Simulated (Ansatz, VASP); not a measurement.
**Cross-check of F between VASP and Ansatz**

One calculation is typed for both programs; each brings its own data sets and cutoff. How far apart do they land? The structure shown is the end of the VASP relaxation below.

Main program and level: Ansatz 0.2.0; plane waves, with VASP 6.6.1 beside it; single point at PBEsol, single point at r2SCAN and single point at PBE.

## (1) Starting point

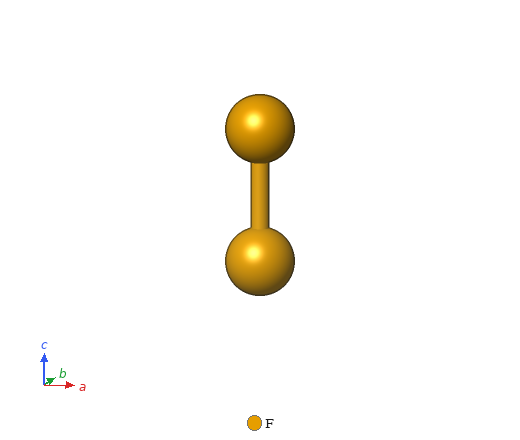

The cell as given, slightly off an axis (fluorine orange).

The cell holds 2 atoms: 2 F. Cell: a = 12.000 Å, b = 12.500 Å, c = 13.000 Å, α = 90.0°, β = 90.0°, γ = 90.0°. Vacuum lies along a, b and c.

Structure file:

```xyz
2
Lattice="12.0000 0.0000 0.0000 0.0000 12.5000 0.0000 0.0000 0.0000 13.0000" Properties=species:S:1:pos:R:3
F     6.0000    6.2500    5.7953
F     6.0000    6.2500    7.2047
```

## (2) VASP: relaxation, PBEsol

This run makes the geometry at which the two programs are then compared.

Lines of VASP's logs that name or quote its potential files are left out, and so is its time.

Input file INCAR:

```
SYSTEM = F
PREC = Accurate
ENCUT = 520
EDIFF = 1E-07
NELM = 100
ISMEAR = 0
SIGMA = 0.01
LREAL = .FALSE.
ALGO = Normal
GGA = PS
NBANDS = 13
LORBIT = 11
LWAVE = .FALSE.
LCHARG = .FALSE.
NCORE = 4
IBRION = 2
NSW = 50
ISIF = 2
EDIFFG = -0.005
LASPH = .TRUE.
ISYM = 0
```

Input file POSCAR:

```
F
1.0
   12.0000000000      0.0000000000      0.0000000000
    0.0000000000     12.5000000000      0.0000000000
    0.0000000000      0.0000000000     13.0000000000
F
2
Direct
    0.5000000000      0.5000000000      0.4457692308
    0.5000000000      0.5000000000      0.5542307692
```

Input file KPOINTS:

```
Automatic mesh
0
Gamma
1 1 1
0 0 0
```

PAW data sets: F (PBE family, release 64).

Command:

```console
$ mpirun -np 4 vasp_std
```

Numbers of over 12 decimals in the logs are rounded to 6 here.

Output:

```text
[banner, memory and clock lines left out]
running    4 mpi-ranks, on    1 nodes
 distrk:  each k-point on    4 cores,    1 groups
 distr:  one band on    4 cores,    1 groups

 POSCAR found type information on POSCAR F
 POSCAR found :  1 types and       2 ions
|                                                                             |
|               ----> ADVICE to this user running VASP <----                  |
|                                                                             |
|     You enforced a specific xc type in the INCAR file but a different       |
|     [... a line on the potential file left out ...]
|     I HOPE YOU KNOW WHAT YOU ARE DOING!                                     |
|                                                                             |

 LDA part: xc-table for (Slater+PW92), standard interpolation
 POSCAR, INCAR and KPOINTS ok, starting setup
 FFT: planning ... GRIDC
 FFT: planning ... GRID_SOFT
 FFT: planning ... GRID
 WAVECAR not read
 entering main loop
       N       E                     dE             d eps       ncg     rms          rms(c)
DAV:   1     0.116285314635E+03    0.11629E+03   -0.33799E+03    42   0.526E+02
DAV:   2     0.404058453459E+02   -0.75879E+02   -0.75552E+02    34   0.136E+02
DAV:   3     0.156754251584E+01   -0.38838E+02   -0.38217E+02    52   0.499E+01
DAV:   4    -0.459946869512E+01   -0.61670E+01   -0.61197E+01    26   0.253E+01
DAV:   5    -0.475403606255E+01   -0.15457E+00   -0.15456E+00    39   0.509E+00    0.791E+00
DAV:   6    -0.407358163484E+01    0.68045E+00   -0.35863E-01    26   0.576E+00    0.446E+00
DAV:   7    -0.386557877098E+01    0.20800E+00   -0.41221E-01    36   0.631E+00    0.467E-01
DAV:   8    -0.386499391199E+01    0.58486E-03   -0.58163E-02    26   0.170E+00    0.941E-02
DAV:   9    -0.386528260809E+01   -0.28870E-03   -0.68564E-04    39   0.211E-01    0.571E-02
DAV:  10    -0.386575158610E+01   -0.46898E-03   -0.19838E-04    34   0.109E-01    0.188E-02
DAV:  11    -0.386596601955E+01   -0.21443E-03   -0.21888E-05    34   0.352E-02    0.751E-03
DAV:  12    -0.386615217951E+01   -0.18616E-03   -0.11105E-05    39   0.219E-02    0.438E-03
DAV:  13    -0.386630841510E+01   -0.15624E-03   -0.52542E-06    34   0.130E-02    0.231E-03
DAV:  14    -0.386646336568E+01   -0.15495E-03   -0.16782E-05    26   0.186E-02    0.162E-03
DAV:  15    -0.386651884958E+01   -0.55484E-04   -0.28738E-06    44   0.834E-03    0.190E-03
DAV:  16    -0.386655079828E+01   -0.31949E-04   -0.88338E-07    34   0.542E-03    0.103E-03
DAV:  17    -0.386656284304E+01   -0.12045E-04   -0.40009E-07    44   0.304E-03    0.290E-04
DAV:  18    -0.386656495070E+01   -0.21077E-05   -0.21212E-08    34   0.817E-04    0.160E-04
DAV:  19    -0.386656659633E+01   -0.16456E-05   -0.21562E-08    34   0.691E-04    0.128E-04
DAV:  20    -0.386656698269E+01   -0.38636E-06   -0.39613E-09    36   0.346E-04    0.450E-05
DAV:  21    -0.386656733405E+01   -0.35136E-06   -0.11859E-09    28   0.270E-04    0.262E-05
DAV:  22    -0.386656742649E+01   -0.92443E-07   -0.23203E-10    28   0.188E-04
   1 F= -.38665674E+01 E0= -.38665674E+01  d E =-.386657E+01
 curvature:   0.00 expect dE= 0.000E+00 dE for cont linesearch  0.000E+00
 trial: gam= 0.00000 g(F)=  0.409E-04 g(S)=  0.000E+00 ort = 0.000E+00 (trialstep = 0.100E+01)
 search vector abs. value=  0.409E-04
 bond charge predicted
       N       E                     dE             d eps       ncg     rms          rms(c)
DAV:   1    -0.386652281544E+01    0.44519E-04   -0.15420E-02    36   0.110E+00    0.410E-02
DAV:   2    -0.386649863158E+01    0.24184E-04   -0.21897E-04    26   0.137E-01    0.247E-02
DAV:   3    -0.386652402139E+01   -0.25390E-04   -0.69588E-06    36   0.241E-02    0.699E-03
DAV:   4    -0.386653241600E+01   -0.83946E-05   -0.39252E-07    26   0.548E-03    0.180E-03
DAV:   5    -0.386653395944E+01   -0.15434E-05   -0.60793E-08    26   0.208E-03    0.266E-04
DAV:   6    -0.386653410190E+01   -0.14246E-06   -0.40246E-09    18   0.545E-04    0.721E-05
DAV:   7    -0.386653422963E+01   -0.12773E-06   -0.23180E-09    36   0.290E-04    0.587E-05
DAV:   8    -0.386653436943E+01   -0.13980E-06   -0.10154E-09    28   0.237E-04    0.212E-05
DAV:   9    -0.386653448365E+01   -0.11423E-06   -0.19412E-09    36   0.220E-04    0.153E-05
DAV:  10    -0.386653451629E+01   -0.32635E-07    0.11505E-09    28   0.794E-05
   2 F= -.38665345E+01 E0= -.38665345E+01  d E =0.329102E-04
 trial-energy change:    0.000033  1 .order    0.000033   -0.000041    0.000107
 step:   0.2769(harm=  0.2769)  dis= 0.00027  next Energy=    -3.866573 (dE=-0.566E-05)
 bond charge predicted
       N       E                     dE             d eps       ncg     rms          rms(c)
DAV:   1    -0.386656685153E+01   -0.32368E-04   -0.80639E-03    26   0.796E-01    0.297E-02
DAV:   2    -0.386655251364E+01    0.14338E-04   -0.11409E-04    26   0.994E-02    0.178E-02
DAV:   3    -0.386656752487E+01   -0.15011E-04   -0.36428E-06    36   0.177E-02    0.508E-03
DAV:   4    -0.386657164103E+01   -0.41162E-05   -0.18553E-07    26   0.395E-03    0.127E-03
DAV:   5    -0.386657275014E+01   -0.11091E-05   -0.32806E-08    26   0.157E-03    0.193E-04
DAV:   6    -0.386657280959E+01   -0.59449E-07   -0.16608E-09    18   0.394E-04
   3 F= -.38665728E+01 E0= -.38665728E+01  d E =-.538310E-05
 curvature:  -0.14 expect dE=-0.716E-10 dE for cont linesearch -0.716E-10
 trial: gam=-0.00355 g(F)=  0.517E-09 g(S)=  0.000E+00 ort = 0.145E-06 (trialstep = 0.855E+00)
 search vector abs. value=  0.100E-09
 reached required accuracy - stopping structural energy minimisation
```

OUTCAR, selected parts (step 2):

```text
ion  position               nearest neighbor table
   1  0.500  0.500  0.446-   2 1.41
   2  0.500  0.500  0.554-   1 1.41

 Found      1 irreducible k-points:

   k-points           NKPTS =      1   k-points in BZ     NKDIM =      1   number of bands    NBANDS=     13

   dimension x,y,z NGX =    90 NGY =   96 NGZ =   98
   dimension x,y,z NGXF=   180 NGYF=  192 NGZF=  196

   ENCUT  =  520.0 eV  38.22 Ry    6.18 a.u.  22.31 23.24 24.17*2*pi/ulx,y,z

   NELECT =      14.0000    total number of electrons

 k-points in reciprocal lattice and weights: Automatic mesh
   0.00000000  0.00000000  0.00000000       1.000

 average (electrostatic) potential at core
       1 -87.6767       2 -87.6767

 E-fermi :  -9.1990

 k-point     1 :       0.0000    0.0000    0.0000
  band No.  band energies     occupation
    ...
      3     -15.3910      2.00000
      4     -12.7579      2.00000
      5     -12.7579      2.00000
      6      -9.3091      2.00000
      7      -9.3090      2.00000
      8      -5.7962      0.00000
      9      -0.1906      0.00000
     10       0.6261      0.00000
     11       0.7476      0.00000
     12       0.8387      0.00000
    ...

  Total       -0.1219055     -0.1247703     -0.0970679     -0.0000000      0.0000000     -0.0000000
  in kB       -0.1001611     -0.1025149     -0.0797539     -0.0000000      0.0000000     -0.0000000
  external PRESSURE =      -0.0941433 kB  Pullay stress =       0.0000000 kB

  energy-cutoff  :      520.00
  volume of cell :     1950.00
      direct lattice vectors                 reciprocal lattice vectors
    12.000000000  0.000000000  0.000000000     0.083333333  0.000000000  0.000000000
     0.000000000 12.500000000  0.000000000     0.000000000  0.080000000  0.000000000
     0.000000000  0.000000000 13.000000000     0.000000000  0.000000000  0.076923077

 POSITION                                       TOTAL-FORCE (eV/Angst)
 -----------------------------------------------------------------------------------
      6.00000      6.25000      5.79527        -0.000000      0.000000      0.000073
      6.00000      6.25000      7.20473         0.000000     -0.000000     -0.000073
 -----------------------------------------------------------------------------------
    total drift:                               -0.000000      0.000000     -0.000000

  FREE ENERGIE OF THE ION-ELECTRON SYSTEM (eV)
  ---------------------------------------------------
  free  energy   TOTEN  =        -3.8665728096 eV

  energy  without entropy=       -3.8665728096  energy(sigma->0) =       -3.86657281

 reached required accuracy - stopping structural energy minimisation

 total charge
# of ion       s       p       d       tot
------------------------------------------
    1        1.763   4.117   0.000   5.879
    2        1.763   4.117   0.000   5.879
--------------------------------------------------
tot          3.525   8.234   0.000  11.759
```

CONTCAR:

```
F
   1.00000000000000
    12.0000000000000000    0.0000000000000000    0.0000000000000000
     0.0000000000000000   12.5000000000000000    0.0000000000000000
     0.0000000000000000    0.0000000000000000   13.0000000000000000
  F
     2
Direct
     0.4999999999932163    0.5000000001649111    0.4457903789444586
     0.5000000000067837    0.4999999998350889    0.5542096210555413
```

## (3) Ansatz: single point, PBEsol

Ansatz runs on its default PAW (the set named soft_2) files.

The same cell, functional, mesh and smearing now go to Ansatz, which takes its cutoff from its data sets.

Input file input.yaml:

```yaml
crystal:
  lattice:
    - [12.0, 0.0, 0.0]
    - [0.0, 12.5, 0.0]
    - [0.0, 0.0, 13.0]
  atoms:
    - { symbol: F, position: [0.5, 0.5, 0.44579038] }
    - { symbol: F, position: [0.5, 0.5, 0.55420962] }
hamiltonian:
  xc: pbesol
  pseudopotentials: { kind: paw }
kpoints:
  mp_grid: { grid: [1, 1, 1] }
scf:
  occupations: { method: gaussian, width: 0.01 }
  n_extra_bands: 4
output:
  forces: true
  eigenvalues: true
```

Command:

```console
$ ansatz run input.yaml --threads 2 --pin off --max-ram 4608MiB --backend cpu --events-out ev --progress --plain --runs-dir out
```

Output:

```text
scf.n_extra_bands = 4 over 7 filled bands (N_el = 14.0): the run solves 11 bands
Engine: ansatz 0.2.0, aarch64-unknown-linux-gnu
Pseudopotentials: kind: paw
Pseudopotential: F, paw, valence charge 7, recommended cutoff 420 eV (normal), F.paw.azcp
Functional definition: PBEsol
  exchange = pbesol_x
  correlation = pbesol_c
Crystal: 2 atoms, lattice volume = 1950.000 Å³
Basis set: ecut = 420 eV, 38063 PW (Γ), exchange–correlation on 162×180×180 points (8 copies of the dense FFT grid, shifted against one another)
Bands: 11, of which v1, the nominal top of the filled ones, is band 7 counted from 1 (6 counted from 0)
Symmetry: 8 space group operations
Space group: Pmmm (ITA 47), of the structure as read, at distance tolerance 1.2e-4 Å
k-points: 1
Non-local potential: F, projectors of the file, l = 0: 2, l = 1: 2, l = 2: 1
PAW form: soft (Blöchl's): semilocal exchange-correlation on the pseudo side does not see the compensation charge
PAW frozen core: F, regenerated for the run's functional, and the local potential with it (the file was generated under x = pbe(κ = 0.804, μ = 0.219515), c = pbe(β = 0.066725))
PAW one-centre angular grid: F, 110 points (default); XC on 64 Gauss nodes
Initial density: superposition of atomic densities (neutral atoms: chi_scale 0, normalization atom), corrected by the library's trained network
Initial wavefunctions: pseudopotential atomic-orbital guess
Functional: x = pbesol(κ = 0.804, μ = 0.123457), c = pbesol(β = 0.046)
SCF iter   1: F=—  HF=-1595.285177 eV  |F-HF|=—  |Δ(HF+E_count)|=         —  Δρ=9.80e-4  dr2=7.29e-3  ethr=1.77e-3  ⟨swp⟩=5.0  Hψ=70  notcnv=0
preconditioner: auto → Resta (q_TF=auto, 1.198 Å⁻¹)  ε∞=1.1  [insulator: Δε(μ)=3.583 eV  Ē_g=10.623 eV  σ=0.010 eV  W_gap=1.00  n_scr=56 (ndim 8)  ℏωp=2.7 eV  f_vac=0.960  D(μ)=0.00/eV (n_scr^D=0)  ε∞_Penn≈1.1  vacuum switching on, ρ_ref=8.2e-3 e/Å³]
SCF iter   2: F=—  HF=-1595.283066 eV  |F-HF|=—  |Δ(HF+E_count)|=   2.11e-3  Δρ=1.41e-4  dr2=1.34e-4  ethr=5.21e-5  ⟨swp⟩=3.0  Hψ=40  notcnv=0
SCF iter   3: F=—  HF=-1595.283341 eV  |F-HF|=—  |Δ(HF+E_count)|=   2.75e-4  Δρ=7.94e-5  dr2=2.68e-5  ethr=9.58e-7  ⟨swp⟩=5.0  Hψ=24  notcnv=0
SCF iter   4: F=—  HF=-1595.283490 eV  |F-HF|=—  |Δ(HF+E_count)|=   1.49e-4  Δρ=7.45e-6  dr2=3.24e-7  ethr=1.91e-7  ⟨swp⟩=6.0  Hψ=28  notcnv=0
iter 5 did not close the SCF: its close was put off for the readings that it lacked (scf_convergence_deferred on its scf_iter line)
SCF iter   5: F=-1595.283497 eV  HF=-1595.283497 eV  |F-HF|=3.14e-7  |Δ(HF+E_count)|=   6.21e-6  Δρ=1.42e-6  dr2=6.89e-9  ethr=2.32e-9  ⟨swp⟩=2.0  Hψ=20  notcnv=0
SCF iter   6: F=-1595.283497 eV  HF=-1595.283497 eV  |F-HF|=4.35e-10  |Δ(HF+E_count)|=   3.14e-7  Δρ=9.35e-8  dr2=5.90e-11  ethr=4.92e-11  ⟨swp⟩=5.0  Hψ=57  notcnv=0
SCF 1 converged in 6 iterations: F = -1595.283497 eV  dr2 = 5.90e-11
  greatest PAW one-centre occupation: 0.938 electrons in one spin orbital (limit 2), on the F atom at site 1 (counted from 0), in its partial waves of l = 0
SCF converged after 6 iterations
Free energy (F): -1595.283497 eV
Harris-Foulkes:  -1595.283497 eV  (|F-HF|=4.35e-10)
Internal energy: -1595.283497 eV  (E = F + TS)
E sigma→0 (E₀):  -1595.283497 eV
Fermi energy:    -7.488076 eV
--- Per-component energies (eV) ---
  E_band       = -241.441211
  E_kinetic    = 403.092251
  E_local      = -3113.448774  (includes V_loc(G=0)·N_el)
  E_nonlocal   = 147.477458
  E_hartree    = 1323.653241
  E_xc         = -153.565000
  E_vxc        = -197.775592  (∫ρ·V_xc dr)
  E_paw        = -384.492228  (= ΣΔE_a)
  E_vpaw       = -128.097350  (= ΣTr[D̂ρ^β])
  E_aug_tail   = 0.003999  (compensation charges beyond the density's cutoff)
  E_ewald      = 181.910671
  E_core_change = 0.084885  (= ΣΔE_core)
  E_smearing   = -0.000000  (= −TS)
  E_closure    = -0.000000  (closes the sum)
  Σ components = -1595.283497   (vs F -1595.283497, Δ=0.00e0)
--- Forces (eV/Å), atoms counted from 1 ---
  atom   1  F      0.00000000     0.00000000     0.41241964
  atom   2  F      0.00000000     0.00000000    -0.41241964
  max |Σ_I F_I| component: 0.00e0 eV/Å
--- Band table (eV) ---
  k-point 0: bands = [... 3 lower, -12.7322, -12.7322, -9.2799, -9.2799, -5.6963, -0.1781, 0.6376, 0.7612]
```

Wall time 5.8 s (2 threads of Arm Neoverse N1, shared host); peak memory 0.87 GiB.

## (4) Differences

Known differences besides the PAW data sets themselves: the cutoff is 420 eV in Ansatz and 520 eV in VASP; Ansatz makes its cores anew for this functional, VASP keeps those of its PBE data sets. Total energies have different zeros and are not compared.

The two programs side by side:

| quantity | Ansatz | VASP | difference |
| --- | --- | --- | --- |
| gap on the k mesh (eV) | 3.584 | 3.513 | +0.071 |

At this near-relaxed geometry the largest component of a force difference is 412 meV/Å.

## (5) What moves the difference

The difference is large enough to ask for its cause, so further runs change the set-up of one program at a time, as the table lists.

| run | r.m.s. force difference (meV/Å) |
| --- | --- |
| as above | 238 |
| cores kept as stored, as VASP does, whose cores stay as stored | 232 |
| Ansatz's larger PAW set (cutoff 1300 eV) | 264 |
| norm-conserving potentials (cutoff 1143 eV) | 231 |

## (6) VASP: relaxation, r2SCAN

This run makes the geometry at which the two programs are then compared.

INCAR: that of step 2 with these lines changed.

```diff
@@ -9,3 +9,4 @@
 ALGO = Normal
-GGA = PS
+METAGGA = R2SCAN
+LASPH = .TRUE.
 NBANDS = 13
@@ -19,3 +20,2 @@
 EDIFFG = -0.005
-LASPH = .TRUE.
 ISYM = 0
```

POSCAR is that of step 2.

KPOINTS is that of step 2.

Command:

```console
$ mpirun -np 4 vasp_std
```

Output:

```text
[banner, memory and clock lines left out]
running    4 mpi-ranks, on    1 nodes
[...]
[... a notice as in an earlier step ...]

 LDA part: xc-table for (None), standard interpolation
 POSCAR, INCAR and KPOINTS ok, starting setup
[...]
entering main loop
       N       E                     dE             d eps       ncg     rms          rms(c)
DAV:   1     0.113390008419E+03    0.11339E+03   -0.35502E+03    42   0.526E+02
DAV:   2     0.348278184543E+02   -0.78562E+02   -0.77621E+02    34   0.142E+02
DAV:   3    -0.683445776006E+01   -0.41662E+02   -0.41153E+02    52   0.558E+01
DAV:   4    -0.114926119590E+02   -0.46582E+01   -0.46492E+01    26   0.255E+01
[...]
DAV:  20    -0.613661407506E+01   -0.13505E-05   -0.10460E-07    26   0.485E-03    0.640E-05
DAV:  21    -0.613661439346E+01   -0.31841E-06   -0.76940E-08    26   0.375E-03    0.733E-05
DAV:  22    -0.613661448081E+01   -0.87349E-07   -0.44932E-08    18   0.267E-03
   1 F= -.61366145E+01 E0= -.61366145E+01  d E =-.613661E+01
[...]
DAV:   5    -0.613658255808E+01   -0.20730E-05   -0.11879E-06    26   0.128E-02    0.329E-04
DAV:   6    -0.613658266676E+01   -0.10868E-06   -0.42064E-08    31   0.272E-03    0.939E-05
DAV:   7    -0.613658274681E+01   -0.80053E-07   -0.28360E-08    36   0.259E-03
   2 F= -.61365827E+01 E0= -.61365827E+01  d E =0.317340E-04
 trial-energy change:    0.000032  1 .order    0.000031   -0.000037    0.000100
 step:   0.2719(harm=  0.2719)  dis= 0.00026  next Energy=    -6.136620 (dE=-0.509E-05)
[...]
N       E                     dE             d eps       ncg     rms          rms(c)
DAV:   1    -0.613656328489E+01    0.19382E-04   -0.78138E-03    26   0.802E-01    0.284E-02
DAV:   2    -0.613660138242E+01   -0.38098E-04   -0.15461E-04    26   0.113E-01    0.187E-02
DAV:   3    -0.613661049917E+01   -0.91167E-05   -0.38843E-06    36   0.219E-02    0.703E-03
DAV:   4    -0.613661886736E+01   -0.83682E-05   -0.69392E-07    26   0.122E-02    0.137E-03
DAV:   5    -0.613661937649E+01   -0.50913E-06   -0.17019E-07    36   0.517E-03    0.256E-04
DAV:   6    -0.613661943053E+01   -0.54042E-07   -0.27438E-08    26   0.240E-03
   3 F= -.61366194E+01 E0= -.61366194E+01  d E =-.494972E-05
[...]
reached required accuracy - stopping structural energy minimisation
```

Parts of OUTCAR (step 6):

```text
  Total       -0.1092586     -0.1178624     -0.1187708      0.0000000      0.0000000     -0.0000000
  in kB       -0.0897701     -0.0968392     -0.0975856      0.0000000      0.0000000     -0.0000000
  external PRESSURE =      -0.0947316 kB  Pullay stress =       0.0000000 kB

 POSITION                                       TOTAL-FORCE (eV/Angst)
 -----------------------------------------------------------------------------------
      6.00000      6.25000      5.79474         0.000000      0.000000      0.000078
      6.00000      6.25000      7.20526        -0.000000     -0.000000     -0.000078
 -----------------------------------------------------------------------------------
    total drift:                               -0.000000      0.000000     -0.000000

  FREE ENERGIE OF THE ION-ELECTRON SYSTEM (eV)
  ---------------------------------------------------
  free  energy   TOTEN  =        -6.1366194305 eV

  energy  without entropy=       -6.1366194305  energy(sigma->0) =       -6.13661943

[... 3 parts as in an earlier step ...]

[... 1 further part left out ...]
[key lines of the parts left out:]
E-fermi :  -9.8725
```

## (7) Ansatz: single point, r2SCAN

The same cell, functional, mesh and smearing now go to Ansatz, which takes its cutoff from its data sets.

The structure compared here is the end of the VASP relaxation.

input.yaml, the sections that differ from step 3:

```yaml
crystal:
  lattice:
    - [12.0, 0.0, 0.0]
    - [0.0, 12.5, 0.0]
    - [0.0, 0.0, 13.0]
  atoms:
    - { symbol: F, position: [0.5, 0.5, 0.44574935] }
    - { symbol: F, position: [0.5, 0.5, 0.55425065] }
hamiltonian:
  xc: r2scan
  pseudopotentials: { kind: paw }
# kpoints, scf, output: as in step 3
```

Command:

```console
$ ansatz run input.yaml --threads 2 --pin off --max-ram 4608MiB --backend cpu --events-out ev --progress --plain --runs-dir out
```

Output:

```text
[...]
Crystal: 2 atoms, lattice volume = 1950.000 Å³
Basis set: ecut = 500 eV, 49521 PW (Γ), exchange–correlation on 360×384×384 points (64 copies of the dense FFT grid, shifted against one another)
Bands: 11, of which v1, the nominal top of the filled ones, is band 7 counted from 1 (6 counted from 0)
Symmetry: 8 space group operations
[...]
k-points: 1
[...]
SCF converged after 6 iterations
Free energy (F): -1613.707379 eV
[...]
Internal energy: -1613.707379 eV  (E = F + TS)
E sigma→0 (E₀):  -1613.707379 eV
Fermi energy:    -7.602830 eV
[...]
--- Forces (eV/Å), atoms counted from 1 ---
  atom   1  F      0.00000000     0.00000000     0.54519695
  atom   2  F      0.00000000     0.00000000    -0.54519695
  max |Σ_I F_I| component: 0.00e0 eV/Å
--- Band table (eV) ---
  k-point 0: bands = [... 3 lower, -13.3673, -13.3673, -9.8857, -9.8857, -5.3200, 0.0224, 0.8972, 0.9209]
```

The job ended after 32 s (2 threads; peak memory 4.2 GiB).

(Continued in part 2 of 2.)

[Lines on the potential files, build, host, timing and source positions are cut from VASP's logs without a mark.]

[Logs are printed without paths, hosts, clocks, repeated set-up lines and the standing remarks that a program may print on its own settings, such as how far it seeks lower states.]

[Hosts, paths, dates, database ids (printed as entryN), source tags and the programs' standing remarks are cut or masked in the printed files.]
